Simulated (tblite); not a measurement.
# Geometry relaxation, with input and output: C2H8O3Si2 (part 1 of 2)

C2H8O3Si2, SMILES O=C[SiH2]OCO[SiH3], computed with GFN2-xTB geometry optimisation, gas phase (tblite 0.8.0).

It belongs to a series of runs on one base structure; here: constitutional isomer.

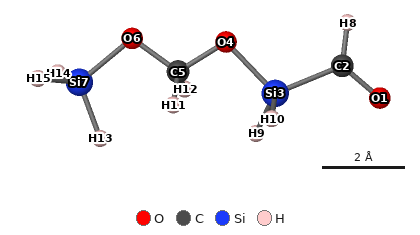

*The input geometry (ball-and-stick view, seen at a tilt; atoms are numbered from 1 in the order of the input).*

Bond lengths as drawn: C–H 1.08 to 1.12 Å, C–O 1.23 to 1.42 Å, C–Si 1.83 Å, H–Si 1.47 to 1.49 Å and O–Si 1.73 to 1.75 Å.

**The input**
```
{"job": {"kind": "relax", "xc": "GFN2-xTB", "basis": "xTB"}, "charge": 0, "multiplicity": 1}
O      4.323300    -0.726300    -0.013500
C      3.450500     0.093500    -0.298000
Si     1.784300    -0.150300     0.412400
O      0.646200     1.013100    -0.242000
C     -0.587600     0.341000    -0.063300
O     -1.672600     1.087000    -0.527300
Si    -3.047500     0.085400    -0.227800
H      3.635000     0.950700    -0.920300
H      1.208200    -1.489400     0.096400
H      1.728300     0.048500     1.874700
H     -0.715800     0.059900     1.014100
H     -0.498700    -0.578400    -0.690400
H     -2.614400    -1.123600     0.502700
H     -3.632400    -0.404300    -1.487200
H     -4.011300     0.801300     0.619500
```

The first line tells a small driver script what to run in tblite; the rest is the geometry in Å.

Hardware: 1 CPU thread, shared host.

Command:
```bash
OMP_NUM_THREADS=1 python <driver script> task.json out
```

**What the program printed**
```
step      E/eV     max force
  0    -653.89867    3.067
  1    -654.17799    2.945
  2    -654.29471    1.305
  3    -654.33758    0.462
  4    -654.36513    0.403
  5    -654.39377    0.508
  6    -654.42809    0.600
  7    -654.47137    0.542
  8    -654.51764    0.503
  9    -654.55774    0.486
 10    -654.59349    0.478
 11    -654.62776    0.596
 12    -654.66639    0.654
 13    -654.72056    0.625
 14    -654.78640    0.587
 15    -654.84610    0.473
 16    -654.88156    0.423
 17    -654.90409    0.397
 18    -654.92902    0.388
 19    -654.95432    0.436
 20    -654.97694    0.372
 21    -654.99298    0.489
 22    -655.00835    0.418
 23    -655.02146    0.245
 24    -655.03245    0.267
 25    -655.04095    0.263
 26    -655.05151    0.250
 27    -655.06133    0.239
 28    -655.07237    0.325
 29    -655.08385    0.405
 30    -655.09413    0.340
 31    -655.10300    0.274
 32    -655.11200    0.315
 33    -655.12183    0.395
 34    -655.13065    0.555
 35    -655.13983    0.302
 36    -655.14852    0.345
 37    -655.16440    0.345
 38    -655.17360    0.324
 39    -655.18849    0.333
 40    -655.19603    0.293
 41    -655.20401    0.432
 42    -655.21351    0.374
 43    -655.22615    0.433
 44    -655.24094    0.311
 45    -655.24506    0.615
 46    -655.25252    0.209
 47    -655.25965    0.212
 48    -655.26721    0.175
 49    -655.27237    0.221
 50    -655.27463    0.173
 51    -655.27630    0.140
 52    -655.27762    0.079
 53    -655.27887    0.076
 54    -655.28018    0.074
 55    -655.28121    0.074
 56    -655.28211    0.072
 57    -655.28298    0.072
 58    -655.28385    0.067
 59    -655.28461    0.078
 60    -655.28529    0.078
 61    -655.28601    0.080
 62    -655.28683    0.081
 63    -655.28759    0.063
 64    -655.28810    0.050
 65    -655.28846    0.053
 66    -655.28879    0.041
 67    -655.28903    0.034
 68    -655.28920    0.033
 69    -655.28937    0.042
 70    -655.28963    0.059
 71    -655.29006    0.068
 72    -655.29064    0.058
 73    -655.29119    0.060
 74    -655.29160    0.045
 75    -655.29194    0.048
 76    -655.29236    0.049
 77    -655.29287    0.059
 78    -655.29340    0.065
 79    -655.29385    0.062
 80    -655.29426    0.073
 81    -655.29469    0.073
 82    -655.29519    0.062
 83    -655.29548    0.051
 84    -655.29569    0.039
 85    -655.29591    0.043
 86    -655.29625    0.053
 87    -655.29666    0.058
 88    -655.29705    0.049
 89    -655.29734    0.045
 90    -655.29764    0.051
 91    -655.29802    0.056
 92    -655.29858    0.057
 93    -655.29915    0.070
 94    -655.29997    0.077
 95    -655.30128    0.136
 96    -655.30348    0.199
 97    -655.28994    0.733
 98    -655.30771    0.135
 99    -655.31009    0.120
100    -655.31225    0.477
101    -655.31655    0.083
102    -655.31935    0.117
103    -655.31662    0.566
104    -655.32440    0.138
105    -655.32732    0.146
106    -655.33230    0.487
107    -655.33853    0.146
108    -655.34399    0.122
109    -655.35023    0.351
110    -655.35642    0.363
111    -655.36200    0.151
112    -655.36579    0.393
113    -655.37343    0.219
114    -655.38149    0.212
115    -655.38385    0.328
116    -655.39023    0.205
117    -655.39255    0.152
118    -655.39586    0.156
119    -655.39795    0.130
120    -655.39975    0.135
121    -655.40113    0.202
122    -655.40262    0.113
123    -655.40573    0.129
124    -655.40784    0.121
125    -655.41109    0.116
126    -655.41321    0.110
127    -655.41542    0.135
128    -655.41659    0.094
129    -655.41754    0.063
130    -655.41826    0.062
131    -655.41920    0.076
132    -655.42065    0.107
133    -655.42223    0.101
134    -655.42344    0.073
135    -655.42407    0.039
136    -655.42428    0.028
137    -655.42444    0.035
138    -655.42463    0.039
139    -655.42495    0.041
140    -655.42540    0.056
141    -655.42617    0.088
142    -655.42717    0.117
143    -655.42834    0.118
144    -655.42947    0.097
145    -655.43065    0.064
146    -655.43168    0.056
147    -655.43232    0.042
148    -655.43255    0.045
149    -655.43274    0.040
150    -655.43294    0.042
151    -655.43347    0.044
152    -655.43386    0.059
153    -655.43482    0.067
154    -655.43591    0.080
155    -655.43711    0.082
156    -655.43812    0.069
157    -655.43928    0.090
158    -655.44051    0.122
159    -655.44266    0.122
160    -655.44617    0.116
161    -655.44818    0.117
162    -655.45135    0.151
163    -655.45184    0.121
164    -655.45487    0.182
165    -655.45657    0.123
166    -655.45804    0.081
167    -655.46016    0.107
168    -655.46131    0.078
169    -655.46268    0.106
170    -655.46439    0.087
171    -655.46616    0.115
172    -655.46773    0.092
173    -655.46864    0.092
174    -655.46943    0.073
175    -655.47015    0.091
176    -655.47114    0.093
177    -655.47262    0.095
178    -655.47360    0.084
179    -655.47467    0.077
180    -655.47528    0.099
181    -655.47518    0.157
182    -655.47657    0.060
183    -655.47704    0.048
184    -655.47825    0.059
185    -655.47869    0.048
186    -655.47953    0.050
187    -655.47999    0.049
188    -655.48027    0.058
189    -655.48058    0.056
190    -655.48091    0.042
191    -655.48113    0.026
192    -655.48125    0.030
193    -655.48143    0.026
194    -655.48154    0.022
195    -655.48163    0.022
196    -655.48170    0.037
197    -655.48181    0.036
198    -655.48195    0.038
199    -655.48217    0.052
200    -655.48234    0.032
201    -655.48256    0.032
202    -655.48276    0.039
203    -655.48276    0.054
204    -655.48301    0.028
205    -655.48311    0.029
206    -655.48337    0.039
207    -655.48353    0.038
208    -655.48388    0.045
209    -655.48432    0.057
210    -655.48491    0.074
211    -655.48557    0.087
212    -655.48614    0.065
213    -655.48678    0.060
214    -655.48722    0.050
215    -655.48717    0.053
216    -655.48752    0.027
217    -655.48763    0.022
218    -655.48776    0.017
219    -655.48783    0.015
220    -655.48788    0.013
221    -655.48793    0.011
222    -655.48796    0.011
223    -655.48798    0.010
224    -655.48799    0.008
```

**Trajectory as extended XYZ (Å, eV, eV/Å), 15 of the 225 frames kept, from step=0 to step=224**
```
15
Properties=species:S:1:pos:R:3:forces:R:3 step=0 energy=-653.89867
O     4.3233   -0.7263   -0.0135   -0.9530   1.3790  -0.6200
C     3.4505    0.0935   -0.2980    2.0410  -1.5270   0.4420
Si    1.7843   -0.1503    0.4124   -2.8800   1.0220   0.2590
O     0.6462    1.0131   -0.2420    0.5300  -2.3490   1.2030
C    -0.5876    0.3410   -0.0633    0.5350   0.8130  -0.9100
O    -1.6726    1.0870   -0.5273   -0.8680  -1.9170   1.0840
Si   -3.0475    0.0854   -0.2278    0.1390   0.8090  -0.3730
H     3.6350    0.9507   -0.9203    0.5510   0.5180  -0.5430
H     1.2082   -1.4894    0.0964    0.5640   0.2760   0.0750
H     1.7283    0.0485    1.8747    0.1700  -0.0770  -0.2300
H    -0.7158    0.0599    1.0141    0.1520   0.2520  -0.7660
H    -0.4987   -0.5784   -0.6904   -0.4130   0.3000   0.5430
H    -2.6144   -1.1236    0.5027   -0.1170   0.1530  -0.0540
H    -3.6324   -0.4043   -1.4872    0.2400   0.2760   0.0970
H    -4.0113    0.8013    0.6195    0.3090   0.0710  -0.2070
15
Properties=species:S:1:pos:R:3:forces:R:3 step=16 energy=-654.88156
O     4.4354   -0.4188   -0.0535    0.1990   0.1320   0.0570
C     3.5654    0.3469   -0.3835    0.0920  -0.1680  -0.0640
Si    1.8966   -0.0979    0.4131   -0.1620  -0.3900   0.0220
O     0.5372    0.4909   -0.2503   -0.0230  -0.0220   0.0600
C    -0.6908   -0.0587    0.0548   -0.0330  -0.0550  -0.0540
O    -1.7042    0.8167   -0.2349   -0.1160  -0.1100   0.1540
Si   -3.2428    0.2557   -0.2727   -0.0260   0.0810  -0.0440
H     3.8182    1.1352   -1.1053   -0.2030   0.2690  -0.0530
H     1.9843   -1.5493    0.2619   -0.1680  -0.1940  -0.0640
H     1.9089    0.1384    1.8472    0.0930   0.2280   0.2030
H    -0.7637   -0.3490    1.1153    0.2700   0.1460   0.0700
H    -0.8303   -0.9882   -0.5144    0.2130  -0.0680  -0.1560
H    -3.3228   -1.0207    0.4517   -0.0430   0.0570  -0.0040
H    -3.5713    0.0288   -1.6699   -0.0920  -0.0430  -0.1510
H    -4.0245    1.2780    0.3904   -0.0020   0.1370   0.0240
15
Properties=species:S:1:pos:R:3:forces:R:3 step=32 energy=-655.11200
O     4.5986   -0.0186   -0.1316   -0.2890   0.0820  -0.0950
C     3.5184    0.4323   -0.4220   -0.0170   0.0280   0.0860
Si    1.9494   -0.2420    0.4457   -0.0180  -0.2970   0.0460
O     0.5585    0.2510   -0.2531    0.1730  -0.0910   0.0710
C    -0.6662   -0.2898    0.1190    0.0920   0.0550   0.0280
O    -1.6656    0.6226   -0.0714   -0.0940  -0.1380   0.0090
Si   -3.2573    0.3490   -0.3211    0.0510   0.0940   0.0140
H     3.4571    1.2829   -1.1253    0.0020   0.0160  -0.1110
H     1.9923   -1.7141    0.3974    0.0810   0.1210   0.0130
H     2.0758    0.1993    1.8412   -0.1160  -0.0020  -0.0300
H    -0.6238   -0.5655    1.1838   -0.0780  -0.0340   0.0310
H    -0.8420   -1.2141   -0.4576    0.0530   0.1190  -0.0250
H    -3.7328   -0.8524    0.3774    0.0870   0.0510   0.0110
H    -3.5471    0.1927   -1.7421    0.0660  -0.0800  -0.1120
H    -3.8196    1.5746    0.2096    0.0070   0.0760   0.0630
15
Properties=species:S:1:pos:R:3:forces:R:3 step=48 energy=-655.26721
O     4.4067    0.5373   -0.3822    0.0680  -0.0310   0.0300
C     3.2116    0.6115   -0.4981   -0.0340   0.0990  -0.0040
Si    2.0100   -0.3992    0.5958   -0.0660  -0.0230  -0.0670
O     0.5926   -0.1162   -0.1445    0.0380  -0.0740  -0.0120
C    -0.6653   -0.5712    0.2065    0.0490  -0.0280   0.0110
O    -1.5635    0.4529    0.1119    0.0760   0.0330   0.0200
Si   -3.1013    0.5430   -0.4049   -0.0120  -0.1000   0.1430
H     2.7940    1.3074   -1.2600   -0.0720  -0.0750   0.0410
H     2.3964   -1.8166    0.5787   -0.0600   0.0630  -0.0270
H     1.9913    0.0639    1.9836    0.0490   0.0330   0.0050
H    -0.6528   -0.9406    1.2426   -0.0250  -0.0350   0.0540
H    -0.9237   -1.4167   -0.4511   -0.0380   0.0770  -0.0370
H    -3.9286   -0.4391    0.3178    0.0470   0.0650  -0.0900
H    -3.2001    0.2788   -1.8401   -0.0080  -0.0140  -0.0160
H    -3.3716    1.9127   -0.0060   -0.0130   0.0080  -0.0520
15
Properties=species:S:1:pos:R:3:forces:R:3 step=64 energy=-655.28810
O     4.2922    0.7377   -0.4365    0.0290  -0.0150   0.0120
C     3.0936    0.6642   -0.5107    0.0050   0.0380  -0.0170
Si    2.0208   -0.4380    0.6244   -0.0250   0.0210  -0.0150
O     0.5919   -0.2719   -0.1217    0.0070  -0.0040  -0.0300
C    -0.6804   -0.6653    0.2355    0.0190  -0.0080  -0.0120
O    -1.5103    0.4242    0.2199   -0.0030  -0.0120   0.0480
Si   -3.0029    0.5997   -0.4031   -0.0080   0.0300  -0.0290
H     2.5607    1.2794   -1.2692   -0.0050  -0.0250   0.0010
H     2.4755   -1.8295    0.6177   -0.0110  -0.0030  -0.0100
H     2.0296    0.0670    1.9969   -0.0130   0.0110   0.0170
H    -0.6760   -1.1061    1.2444   -0.0260   0.0110   0.0090
H    -1.0149   -1.4342   -0.4771    0.0060  -0.0010  -0.0080
H    -3.9368   -0.2981    0.2817   -0.0210   0.0000   0.0250
H    -3.0378    0.2690   -1.8299    0.0260  -0.0040  -0.0040
H    -3.2096    2.0099   -0.1225    0.0210  -0.0380   0.0130
15
Properties=species:S:1:pos:R:3:forces:R:3 step=80 energy=-655.29426
O     4.2725    0.7815   -0.4036   -0.0530   0.0190  -0.0070
C     3.0781    0.6875   -0.5240    0.0250  -0.0680   0.0080
Si    1.9927   -0.4074    0.6086   -0.0280   0.0050   0.0090
O     0.5614   -0.3043   -0.1476    0.0130   0.0070  -0.0300
C    -0.6941   -0.7206    0.2480    0.0230   0.0090  -0.0040
O    -1.5296    0.3609    0.3310    0.0020   0.0130   0.0390
Si   -2.9682    0.6172   -0.3874   -0.0190  -0.0090   0.0110
H     2.5658    1.2527   -1.3311    0.0060   0.0270  -0.0160
H     2.4699   -1.7925    0.6152    0.0080   0.0150   0.0200
H     1.9717    0.1218    1.9728    0.0030  -0.0050  -0.0050
H    -0.6437   -1.2097    1.2318   -0.0120  -0.0140   0.0130
H    -1.0588   -1.4508   -0.4892    0.0250  -0.0140  -0.0010
H    -3.9939   -0.2167    0.2505    0.0130   0.0080  -0.0120
H    -2.9020    0.2523   -1.8042   -0.0230   0.0340  -0.0140
H    -3.1262    2.0362   -0.1209    0.0180  -0.0270  -0.0110
```
